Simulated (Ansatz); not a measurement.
# Mo: a strain scan

This session takes Mo and sets out to strain the cell along the Voigt pattern (1, 1, 0, 0, 0, 0).

Computed with Ansatz 0.2.0 (DFT r2SCAN, scalar-relativistic, plane waves, PAW, unless a step's input says otherwise).

### Step 1. Starting point

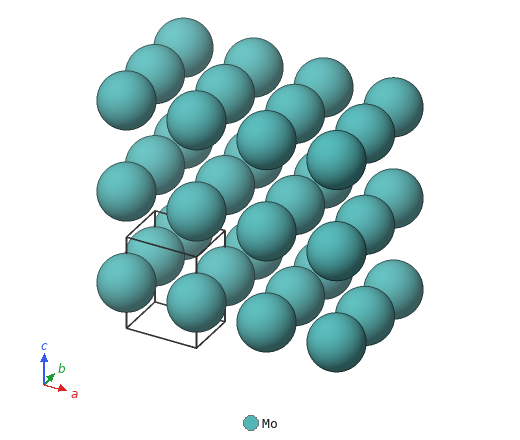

Start, viewed slightly off an axis; molybdenum teal. 3×2×3 cells are drawn. Atoms on the faces are drawn again on the opposite ones.

Coordinates:

```
Mo
1.0
     2.73551    0.00000    0.00000
    -1.36776    2.36902    0.00000
     0.00000    0.00000    2.55518
Mo
1
Direct
  0.00000 0.00000 0.50000
```

It goes back to an entry of the Materials Project, which need not be the stable form.

The cell is taken as given, not relaxed at this level.

### Step 2. Zero of energy

The reference gives a free energy of -4966.6694 eV, pressure 0.53 GPa, largest force 0.000 eV/Å and gap on the mesh none (metal). It was computed beforehand with the settings of the runs below.

### Step 3. Setting up a strain scan

The cell is strained by ε times the Voigt pattern (1, 1, 0, 0, 0, 0) (xx, yy, zz, yz, xz, xy; engineering shear), with fractional coordinates fixed (clamped ions). The stress on the pattern is the sum of the stress components weighted by it, tension positive.

### Step 4. Point ε = -0.1000

File input.yaml:

```yaml
crystal:
  lattice:
    - [2.4619593575, 0.0, 0.0]
    - [-1.2309796787, 2.1321193467, 0.0]
    - [0.0, 0.0, 2.5551807]
  atoms:
    - { symbol: Mo, position: [0.0, 0.0, 0.5] }
basis:
  ecutwfc: 500
kpoints:
  mp_grid: { grid: [18, 18, 18] }
hamiltonian:
  xc: r2scan
scf:
  occupations: { method: gaussian, width: 0.15 }
output:
  forces: true
  stress: true
  eigenvalues: true
  write_density: true
  write_potential: true
  elf: true
  volumetric_format: npy
```

Started as:

```sh
$ ansatz run input.yaml --threads 1 --pin off --max-ram 2560MiB --backend cpu --events-out ev --progress --plain --runs-dir out
```

Standard output, cut to the lines that bear on the results:

```text
Warning: RAYON_NUM_THREADS=1 ignored (pool sized by the plan → 1); use --threads N
[...]
Pseudopotentials: kind: paw
Pseudopotential: Mo, paw, valence charge 14, recommended cutoff 500 eV (meta_gga), Mo.paw.azcp
Functional definition: r2SCAN
[...]
Crystal: 1 atoms, lattice volume = 13.413 Å³
Basis set: ecut = 500 eV, 339 PW (Γ), exchange–correlation on 72×72×80 points (64 copies of the dense FFT grid, shifted against one another)
Bands: 11, of which v1, the nominal top of the filled ones, is band 7 counted from 1 (6 counted from 0)
Symmetry: 24 space group operations
Space group: P6/mmm (ITA 191), of the structure as read, at distance tolerance 2.4e-5 Å
k-points: 370 of 5832
[...]
SCF iter   1: F=—  HF=-4965.803599 eV  |F-HF|=—  |Δ(HF+E_count)|=         —  Δρ=1.52e-2  dr2=1.05e-2  dr2_τ=2.93e-2  ethr=1.77e-3  ⟨swp⟩=5.0  Hψ=24947  notcnv=0
[...]
SCF iter   7: F=-4965.822043 eV  HF=-4965.822043 eV  |F-HF|=4.57e-10  |Δ(HF+E_count)|=   2.30e-8  Δρ=1.23e-5  dr2=8.66e-9  dr2_τ=1.17e-9  ethr=7.14e-10  ⟨swp⟩=7.9  Hψ=21493  notcnv=0
the search or the solves at the SCF's close seem to have found levels that the self-consistency loop had missed (the run counts 1). By its estimate they hold under 1e-12 electrons; where the run keeps them, the occupations were computed again with them
[...]
SCF converged after 7 iterations
Free energy (F): -4965.822043 eV
[...]
E sigma→0 (E₀):  -4965.818532 eV
Entropy (-TS):   -0.007021 eV (-7.021 meV/atom)
Fermi energy:    25.232618 eV
[...]
--- Forces (eV/Å), atoms counted from 1 ---
  atom   1  Mo     0.00000000     0.00000000     0.00000000
[...]
--- Stress (GPa, compression-positive) ---
       98.262215      -0.000000       0.000000
       -0.000000      98.262215       0.000000
        0.000000       0.000000      32.045238
  P = ⅓ Tr σ = 76.1899 GPa (761.899 kbar)
--- Band table (eV; the first three rows and the last of 370) ---
  k-point 0: bands = ["-38.2904", "-10.5323", "-9.6617", "-9.6617", "17.3624", "19.1236", "23.7005", "23.7005", "30.4882", "30.4882", "39.1031"]
[...]
```

Wall time 12 s (1 thread of AMD EPYC 7R43 (Zen 3), shared host); peak memory 0.42 GiB.

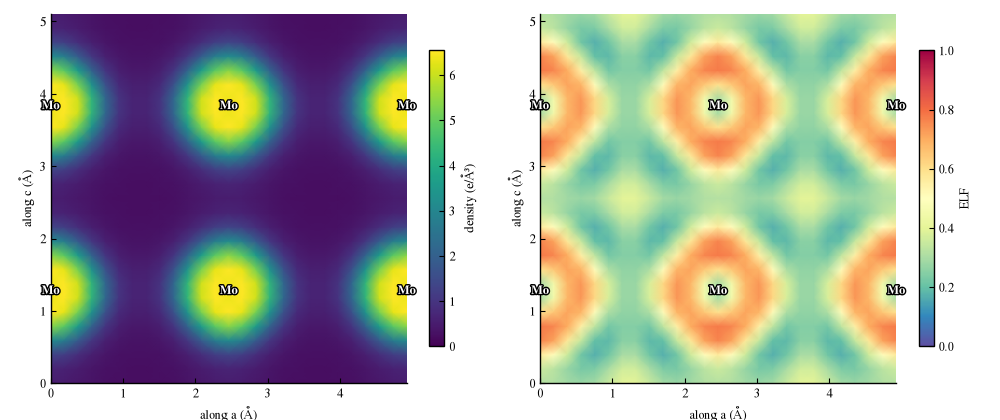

Density (left) and ELF (right) in a lattice plane of the grid's cell (edges 2.46 and 2.56 Å, at 0.000 of the third edge), which holds Mo. Only atoms in the plane are labelled. Both are smooth fields of the valence electrons: close to the nuclei they are not physical.

### Step 5. At ε = 0.0750

File input.yaml:

```yaml
crystal:
  lattice:
    - [2.940673677, 0.0, 0.0]
    - [-1.4703368385, 2.5466981085, 0.0]
    - [0.0, 0.0, 2.5551807]
  atoms:
    - { symbol: Mo, position: [0.0, 0.0, 0.5] }
basis:
  ecutwfc: 500
kpoints:
  mp_grid: { grid: [18, 18, 18] }
hamiltonian:
  xc: r2scan
scf:
  occupations: { method: gaussian, width: 0.15 }
output:
  forces: true
  stress: true
  eigenvalues: true
```

Started as:

```sh
$ ansatz run input.yaml --threads 1 --pin off --max-ram 2560MiB --backend cpu --events-out ev --progress --plain --runs-dir out
```

Standard output, cut to the lines that bear on the results:

```text
Warning: RAYON_NUM_THREADS=1 ignored (pool sized by the plan → 1); use --threads N
[...]
[... 3 set-up lines as earlier in the session ...]
[...]
Crystal: 1 atoms, lattice volume = 19.136 Å³
Basis set: ecut = 500 eV, 477 PW (Γ), exchange–correlation on 96×96×80 points (64 copies of the dense FFT grid, shifted against one another)
Bands: 11, of which v1, the nominal top of the filled ones, is band 7 counted from 1 (6 counted from 0)
[... 1 set-up line as earlier in the session ...]
Space group: P6/mmm (ITA 191), of the structure as read, at distance tolerance 2.7e-5 Å
k-points: 370 of 5832
[...]
SCF iter   1: F=—  HF=-4966.445160 eV  |F-HF|=—  |Δ(HF+E_count)|=         —  Δρ=1.31e-2  dr2=2.48e-2  dr2_τ=1.53e-2  ethr=1.77e-3  ⟨swp⟩=5.0  Hψ=24972  notcnv=0
[...]
SCF iter   6: F=-4966.439952 eV  HF=-4966.439952 eV  |F-HF|=8.16e-9  |Δ(HF+E_count)|=   5.64e-8  Δρ=2.27e-5  dr2=5.78e-8  dr2_τ=3.47e-9  ethr=7.14e-10  ⟨swp⟩=5.1  Hψ=19024  notcnv=0
[...]
SCF converged after 6 iterations
Free energy (F): -4966.439952 eV
[...]
E sigma→0 (E₀):  -4966.432774 eV
Entropy (-TS):   -0.014356 eV (-14.356 meV/atom)
Fermi energy:    16.343199 eV
[...]
--- Forces (eV/Å), atoms counted from 1 ---
  atom   1  Mo     0.00000000    -0.00000000     0.00000000
[...]
--- Stress (GPa, compression-positive) ---
      -25.498780       0.000000       0.000000
        0.000000     -25.498780       0.000000
        0.000000       0.000000     -17.775638
  P = ⅓ Tr σ = -22.9244 GPa (-229.244 kbar)
--- Band table (eV; the first three rows and the last of 370) ---
  k-point 0: bands = ["-46.6200", "-19.4699", "-19.4699", "-19.0340", "9.7977", "12.3080", "15.6124", "15.6124", "20.2617", "20.2617", "29.2022"]
[...]
```

Wall time 14 s (1 thread of AMD EPYC 7R43 (Zen 3), shared host); peak memory 0.48 GiB.

### Step 6. ε = -0.0500

Edit input.yaml of step 5 so:

```diff
@@ -2,4 +2,4 @@
   lattice:
-    - [2.940673677, 0.0, 0.0]
-    - [-1.4703368385, 2.5466981085, 0.0]
+    - [2.5987348773, 0.0, 0.0]
+    - [-1.2993674387, 2.2505704215, 0.0]
     - [0.0, 0.0, 2.5551807]
```

Started as:

```sh
$ ansatz run input.yaml --threads 1 --pin off --max-ram 2560MiB --backend cpu --events-out ev --progress --plain --runs-dir out
```

Standard output, cut to the lines that bear on the results:

```text
Warning: RAYON_NUM_THREADS=1 ignored (pool sized by the plan → 1); use --threads N
[...]
[... 3 set-up lines as earlier in the session ...]
[...]
Crystal: 1 atoms, lattice volume = 14.944 Å³
Basis set: ecut = 500 eV, 405 PW (Γ), exchange–correlation on 80×80×80 points (64 copies of the dense FFT grid, shifted against one another)
Bands: 11, of which v1, the nominal top of the filled ones, is band 7 counted from 1 (6 counted from 0)
[... 1 set-up line as earlier in the session ...]
Space group: P6/mmm (ITA 191), of the structure as read, at distance tolerance 2.5e-5 Å
k-points: 370 of 5832
[...]
SCF iter   1: F=—  HF=-4966.460942 eV  |F-HF|=—  |Δ(HF+E_count)|=         —  Δρ=1.34e-2  dr2=1.06e-2  dr2_τ=1.87e-2  ethr=1.77e-3  ⟨swp⟩=5.0  Hψ=24706  notcnv=0
[...]
SCF iter   6: F=-4966.470237 eV  HF=-4966.470237 eV  |F-HF|=5.59e-9  |Δ(HF+E_count)|=   3.49e-8  Δρ=1.73e-5  dr2=1.80e-8  dr2_τ=3.08e-9  ethr=7.14e-10  ⟨swp⟩=5.1  Hψ=18242  notcnv=0
[...]
SCF converged after 6 iterations
Free energy (F): -4966.470237 eV
[...]
E sigma→0 (E₀):  -4966.466668 eV
Entropy (-TS):   -0.007139 eV (-7.139 meV/atom)
Fermi energy:    22.253613 eV
[...]
--- Forces (eV/Å), atoms counted from 1 ---
  atom   1  Mo     0.00000000     0.00000000     0.00000000
[...]
--- Stress (GPa, compression-positive) ---
       40.874133       0.000000       0.000000
        0.000000      40.874133       0.000000
        0.000000       0.000000       7.735747
  P = ⅓ Tr σ = 29.8280 GPa (298.280 kbar)
--- Band table (eV; the first three rows and the last of 370) ---
  k-point 0: bands = ["-40.9813", "-13.3520", "-13.0369", "-13.0369", "14.6544", "16.8825", "21.0194", "21.0194", "26.9613", "26.9613", "35.8934"]
[...]
```

It took 12 s on 1 thread of AMD EPYC 7R43 (Zen 3), shared host; peak memory 0.44 GiB.

### Step 7. At ε = 0.0250

Edit input.yaml of step 6 so:

```diff
@@ -2,4 +2,4 @@
   lattice:
-    - [2.5987348773, 0.0, 0.0]
-    - [-1.2993674387, 2.2505704215, 0.0]
+    - [2.8038981571, 0.0, 0.0]
+    - [-1.4019490786, 2.4282470337, 0.0]
     - [0.0, 0.0, 2.5551807]
```

Started as:

```sh
$ ansatz run input.yaml --threads 1 --pin off --max-ram 2560MiB --backend cpu --events-out ev --progress --plain --runs-dir out
```

Standard output, cut to the lines that bear on the results:

```text
[...]
SCF converged after 6 iterations
Free energy (F): -4966.646258 eV
[...]
E sigma→0 (E₀):  -4966.641143 eV
Entropy (-TS):   -0.010230 eV (-10.230 meV/atom)
Fermi energy:    18.429795 eV
[...]
--- Forces (eV/Å), atoms counted from 1 ---
  atom   1  Mo     0.00000000     0.00000000     0.00000000
[...]
--- Stress (GPa, compression-positive) ---
      -10.387348       0.000000       0.000000
        0.000000     -10.387348       0.000000
        0.000000       0.000000      -7.621888
  P = ⅓ Tr σ = -9.4655 GPa (-94.655 kbar)
--- Band table (eV; the first three rows and the last of 370) ---
  k-point 0: bands = ["-44.5646", "-17.1932", "-17.1932", "-16.9915", "11.4686", "13.9897", "17.5751", "17.5751", "22.6287", "22.6287", "31.6701"]
[...]
```

Wall time 10 s (1 thread of AMD EPYC 7R43 (Zen 3), shared host); peak memory 0.46 GiB.

### Step 8. ε = 0.1000

Edit input.yaml of step 7 so:

```diff
@@ -2,4 +2,4 @@
   lattice:
-    - [2.8038981571, 0.0, 0.0]
-    - [-1.4019490786, 2.4282470337, 0.0]
+    - [3.0090614369, 0.0, 0.0]
+    - [-1.5045307185, 2.6059236459, 0.0]
     - [0.0, 0.0, 2.5551807]
```

Started as:

```sh
$ ansatz run input.yaml --threads 1 --pin off --max-ram 2560MiB --backend cpu --events-out ev --progress --plain --runs-dir out
```

Standard output, cut to the lines that bear on the results:

```text
[...]
SCF converged after 6 iterations
Free energy (F): -4966.285288 eV
[...]
E sigma→0 (E₀):  -4966.277668 eV
Entropy (-TS):   -0.015242 eV (-15.242 meV/atom)
Fermi energy:    15.408732 eV
[...]
--- Forces (eV/Å), atoms counted from 1 ---
  atom   1  Mo     0.00000000    -0.00000000     0.00000000
[...]
--- Stress (GPa, compression-positive) ---
      -29.221512      -0.000000      -0.000000
       -0.000000     -29.221512       0.000000
       -0.000000       0.000000     -22.967897
  P = ⅓ Tr σ = -27.1370 GPa (-271.370 kbar)
--- Band table (eV; the first three rows and the last of 370) ---
  k-point 0: bands = ["-47.5538", "-20.4870", "-20.4870", "-19.9519", "9.0659", "11.5363", "14.7181", "14.7181", "19.2075", "19.2075", "28.0604"]
[...]
```

Run time: 11 s. Hardware: 1 thread of AMD EPYC 7R43 (Zen 3), shared host; peak memory 0.47 GiB.

### Step 9. ε = -0.0750

Edit input.yaml of step 8 so:

```diff
@@ -2,4 +2,4 @@
   lattice:
-    - [3.0090614369, 0.0, 0.0]
-    - [-1.5045307185, 2.6059236459, 0.0]
+    - [2.5303471174, 0.0, 0.0]
+    - [-1.2651735587, 2.1913448841, 0.0]
     - [0.0, 0.0, 2.5551807]
```

Started as:

```sh
$ ansatz run input.yaml --threads 1 --pin off --max-ram 2560MiB --backend cpu --events-out ev --progress --plain --runs-dir out
```

Standard output, cut to the lines that bear on the results:

```text
[...]
SCF converged after 6 iterations
Free energy (F): -4966.209508 eV
[...]
E sigma→0 (E₀):  -4966.205958 eV
Entropy (-TS):   -0.007100 eV (-7.100 meV/atom)
Fermi energy:    23.707285 eV
[...]
--- Forces (eV/Å), atoms counted from 1 ---
  atom   1  Mo     0.00000000     0.00000000     0.00000000
[...]
--- Stress (GPa, compression-positive) ---
       67.295592      -0.000000      -0.000000
        0.000000      67.295592       0.000000
       -0.000000       0.000000      17.067653
  P = ⅓ Tr σ = 50.5529 GPa (505.529 kbar)
--- Band table (eV; the first three rows and the last of 370) ---
  k-point 0: bands = ["-39.6621", "-11.9815", "-11.4169", "-11.4169", "15.9453", "17.9600", "22.3186", "22.3186", "28.6530", "28.6530", "37.4575"]
[...]
```

It took 7.8 s on 1 thread of AMD EPYC 7R43 (Zen 3), shared host; peak memory 0.43 GiB.

### Step 10. Point ε = 0.0500

Edit input.yaml of step 9 so:

```diff
@@ -2,4 +2,4 @@
   lattice:
-    - [2.5303471174, 0.0, 0.0]
-    - [-1.2651735587, 2.1913448841, 0.0]
+    - [2.8722859171, 0.0, 0.0]
+    - [-1.4361429585, 2.4874725711, 0.0]
     - [0.0, 0.0, 2.5551807]
```

Started as:

```sh
$ ansatz run input.yaml --threads 1 --pin off --max-ram 2560MiB --backend cpu --events-out ev --progress --plain --runs-dir out
```

Standard output, cut to the lines that bear on the results:

```text
[...]
SCF converged after 6 iterations
Free energy (F): -4966.564679 eV
[...]
E sigma→0 (E₀):  -4966.558525 eV
Entropy (-TS):   -0.012309 eV (-12.309 meV/atom)
Fermi energy:    17.345038 eV
[...]
--- Forces (eV/Å), atoms counted from 1 ---
  atom   1  Mo     0.00000000    -0.00000000     0.00000000
[...]
--- Stress (GPa, compression-positive) ---
      -19.457730       0.000000      -0.000000
        0.000000     -19.457730       0.000000
       -0.000000       0.000000     -12.535403
  P = ⅓ Tr σ = -17.1503 GPa (-171.503 kbar)
--- Band table (eV; the first three rows and the last of 370) ---
  k-point 0: bands = ["-45.6254", "-18.3753", "-18.3753", "-18.0498", "10.5954", "13.1245", "16.5633", "16.5633", "21.3989", "21.3989", "30.4045"]
[...]
```

It took 12 s on 1 thread of AMD EPYC 7R43 (Zen 3), shared host; peak memory 0.47 GiB.

### Step 11. At ε = -0.0250

Edit input.yaml of step 10 so:

```diff
@@ -2,4 +2,4 @@
   lattice:
-    - [2.8722859171, 0.0, 0.0]
-    - [-1.4361429585, 2.4874725711, 0.0]
+    - [2.6671226373, 0.0, 0.0]
+    - [-1.3335613186, 2.3097959589, 0.0]
     - [0.0, 0.0, 2.5551807]
```

Started as:

```sh
$ ansatz run input.yaml --threads 1 --pin off --max-ram 2560MiB --backend cpu --events-out ev --progress --plain --runs-dir out
```

Standard output, cut to the lines that bear on the results:

```text
Warning: RAYON_NUM_THREADS=1 ignored (pool sized by the plan → 1); use --threads N
[...]
[... 3 set-up lines as earlier in the session ...]
[...]
Crystal: 1 atoms, lattice volume = 15.741 Å³
Basis set: ecut = 500 eV, 405 PW (Γ), exchange–correlation on 80×80×80 points (64 copies of the dense FFT grid, shifted against one another)
Bands: 11, of which v1, the nominal top of the filled ones, is band 7 counted from 1 (6 counted from 0)
[... 2 set-up lines as earlier in the session ...]
k-points: 370 of 5832
[...]
SCF iter   1: F=—  HF=-4966.612214 eV  |F-HF|=—  |Δ(HF+E_count)|=         —  Δρ=1.25e-2  dr2=1.17e-2  dr2_τ=1.65e-2  ethr=1.77e-3  ⟨swp⟩=5.0  Hψ=24694  notcnv=0
[...]
SCF iter   6: F=-4966.616917 eV  HF=-4966.616917 eV  |F-HF|=5.65e-9  |Δ(HF+E_count)|=   2.26e-8  Δρ=1.22e-5  dr2=9.64e-9  dr2_τ=1.92e-9  ethr=7.14e-10  ⟨swp⟩=5.0  Hψ=17630  notcnv=0
[...]
SCF converged after 6 iterations
Free energy (F): -4966.616917 eV
[...]
E sigma→0 (E₀):  -4966.613298 eV
Entropy (-TS):   -0.007238 eV (-7.238 meV/atom)
Fermi energy:    20.893842 eV
[...]
--- Forces (eV/Å), atoms counted from 1 ---
  atom   1  Mo    -0.00000000    -0.00000000     0.00000000
[...]
--- Stress (GPa, compression-positive) ---
       19.103942       0.000000       0.000000
        0.000000      19.103942       0.000000
        0.000000       0.000000       1.841311
  P = ⅓ Tr σ = 13.3497 GPa (133.497 kbar)
--- Band table (eV; the first three rows and the last of 370) ---
  k-point 0: bands = ["-42.2391", "-14.6414", "-14.5318", "-14.5318", "13.4860", "15.8686", "19.7989", "19.7989", "25.4017", "25.4017", "34.4101"]
[...]
```

Run time: 13 s. Hardware: 1 thread of AMD EPYC 7R43 (Zen 3), shared host; peak memory 0.45 GiB.

### Step 12. Point ε = 0.0875

Edit input.yaml of step 11 so:

```diff
@@ -2,4 +2,4 @@
   lattice:
-    - [2.6671226373, 0.0, 0.0]
-    - [-1.3335613186, 2.3097959589, 0.0]
+    - [2.974867557, 0.0, 0.0]
+    - [-1.4874337785, 2.5763108772, 0.0]
     - [0.0, 0.0, 2.5551807]
```

Started as:

```sh
$ ansatz run input.yaml --threads 1 --pin off --max-ram 2560MiB --backend cpu --events-out ev --progress --plain --runs-dir out
```

Standard output, cut to the lines that bear on the results:

```text
Warning: RAYON_NUM_THREADS=1 ignored (pool sized by the plan → 1); use --threads N
[...]
[... 3 set-up lines as earlier in the session ...]
[...]
Crystal: 1 atoms, lattice volume = 19.583 Å³
Basis set: ecut = 500 eV, 501 PW (Γ), exchange–correlation on 96×96×80 points (64 copies of the dense FFT grid, shifted against one another)
Bands: 11, of which v1, the nominal top of the filled ones, is band 7 counted from 1 (6 counted from 0)
[... 2 set-up lines as earlier in the session ...]
k-points: 370 of 5832
[...]
SCF iter   1: F=—  HF=-4966.371389 eV  |F-HF|=—  |Δ(HF+E_count)|=         —  Δρ=1.33e-2  dr2=2.70e-2  dr2_τ=1.53e-2  ethr=1.77e-3  ⟨swp⟩=5.0  Hψ=24973  notcnv=0
[...]
SCF iter   6: F=-4966.365662 eV  HF=-4966.365662 eV  |F-HF|=6.65e-9  |Δ(HF+E_count)|=   2.63e-8  Δρ=2.25e-5  dr2=6.04e-8  dr2_τ=3.35e-9  ethr=7.14e-10  ⟨swp⟩=5.2  Hψ=19099  notcnv=0
[...]
SCF converged after 6 iterations
Free energy (F): -4966.365662 eV
[...]
E sigma→0 (E₀):  -4966.358146 eV
Entropy (-TS):   -0.015033 eV (-15.033 meV/atom)
Fermi energy:    15.867962 eV
[...]
--- Forces (eV/Å), atoms counted from 1 ---
  atom   1  Mo     0.00000000     0.00000000     0.00000000
[...]
--- Stress (GPa, compression-positive) ---
      -27.592186       0.000000       0.000000
        0.000000     -27.592186       0.000000
        0.000000       0.000000     -20.431322
  P = ⅓ Tr σ = -25.2052 GPa (-252.052 kbar)
--- Band table (eV; the first three rows and the last of 370) ---
  k-point 0: bands = ["-47.0941", "-19.9876", "-19.9876", "-19.5005", "9.4241", "11.9170", "15.1584", "15.1584", "19.7249", "19.7249", "28.6237"]
[...]
```

Wall time 15 s (1 thread of AMD EPYC 7R43 (Zen 3), shared host); peak memory 0.48 GiB.

### Step 13. All points together

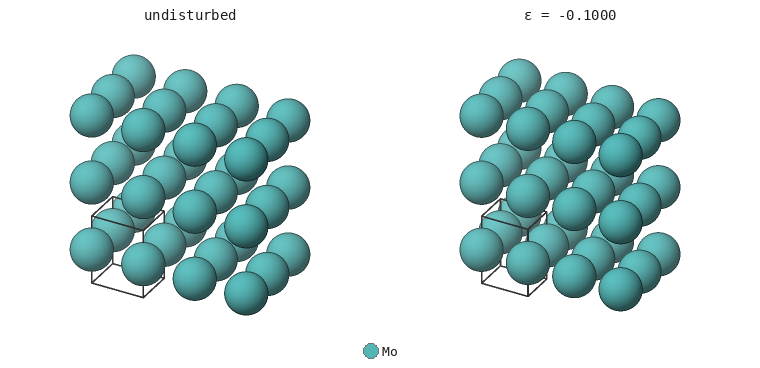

The undisturbed cell and the costliest point of the scan, at one scale, with neighbouring cells.

All points in order; energies are free energies above the reference cell:

```tsv
ε	ΔE (meV/atom)	stress on the pattern (GPa)	pressure (GPa)
-0.1000	847.3	-196.52	76.2
-0.0750	459.8	-134.59	50.6
-0.0500	199.1	-81.75	29.8
-0.0250	52.4	-38.21	13.3
0.0000	0.0	-4.53	0.5
0.0250	23.1	20.77	-9.5
0.0500	104.7	38.92	-17.2
0.0750	229.4	51.00	-22.9
0.0875	303.7	55.18	-25.2
0.1000	384.1	58.44	-27.1
```

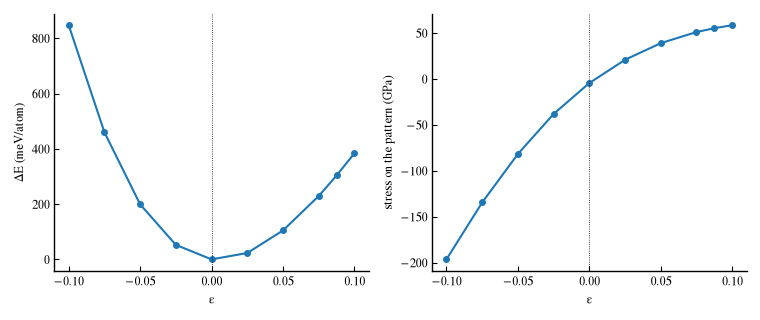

ΔE and stress on the pattern along the scan.

### Step 14. Summary of results

```
                                  quantity     value
slope of the stress at ε = 0, over ±0.0250  1180 GPa
```

**Reading.** From the stress slope, C11 + C22 + 2 C12 is about 1180 GPa with the ions clamped. The undisturbed cell stays the lowest of the sampled points. Compression costs more than tension: 847.3 against 384.1 meV/atom at the ends.
